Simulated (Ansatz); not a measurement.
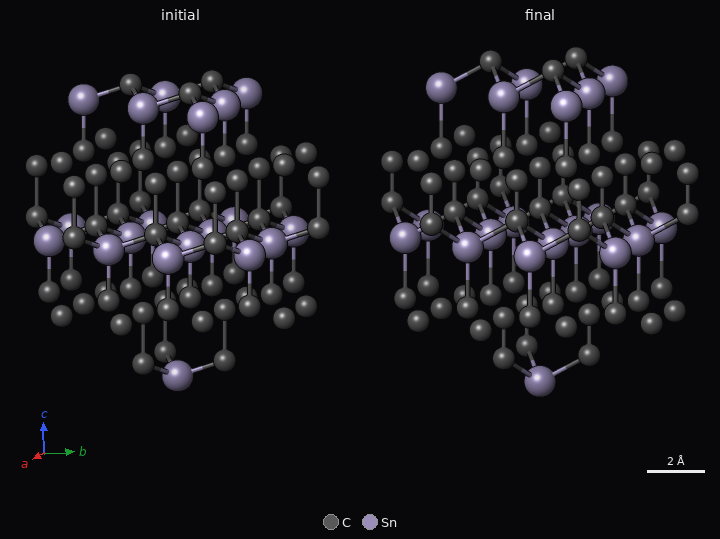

The structure of solid SnC₃ (a generated structure, set up in R3m) before (left) and after (right) a relaxation, at one scale.

A ball-and-stick model of the atoms within 5.8 Å of the atom that moves most (axes of the conventional cell (3 times the calculation's cell)), seen slightly off an axis. Lengths and directions refer to the drawn axes.

These are results of DFT, PBE, plane waves, PAW in Ansatz, not measurements.

The input:
```yaml
crystal:
  lattice:
    - [1.498271226, 0.8650272957, 4.8933333333]
    - [-1.498271226, 0.8650272957, 4.8933333333]
    - [0.0, -1.7300545913, 4.8933333333]
  atoms:
    - { symbol: C, position: [1.0, 0.0, 0.0] }
    - { symbol: C, position: [0.5, 0.5, 0.5] }
    - { symbol: C, position: [0.375, 0.375, 0.375] }
    - { symbol: Sn, position: [0.875, 0.875, 0.875] }
kpoints:
  mp_grid: { grid: [10, 10, 10] }
hamiltonian:
  xc: pbe
scf:
  occupations: { method: fermi_dirac, width: 0.02 }
relax:
  f_tol: 0.005
  cell: {}
```

Launched with:
```bash
ansatz run input.yaml --threads 2 --pin off --max-ram 2211MiB --backend cpu --events-out ev --progress --plain --runs-dir out
```

**What changed between the two?**

Over 8 accepted moves (11 points after the start) the energy falls by 1059 meV per atom. The largest force component goes from 11 to 0.0015 eV/Å. Pressure: 71.09 GPa at the start and 0.00 GPa at the end. The line search rejected the trial step at point 5 of the run. The SCF was repeated twice at an unchanged geometry on a basis and grid sized afresh for the cell, which shifted the energy by 8.3 meV per atom at most. The largest move relative to the cell is that of C2, 0.36 Å along +c. Sn stays in place. The volume changes by +17.0 %, with a = b 2.997 → 3.143 Å (+4.9 %), c 14.680 → 15.616 Å (+6.4 %). Some distances before and after: C2–C3 1.835 → 1.463 Å, C1–Sn4 1.835 → 2.179 Å, C2–Sn4 1.835 → 2.079 Å. Among the angles between lasting bonds that change: Sn4–C2–Sn4 109.5° → 98.2°, C2–Sn4–C2 109.5° → 98.2°, C1–Sn4–C2 109.5° → 119.2°. The space group stays R3m (No. 160). Cost: 38 s on 2 threads of Arm Neoverse V2, on a shared host, peak memory 0.4 GiB.

Limits of the set-up: layers or molecules are held without a dispersion correction, so their spacing is unreliable.
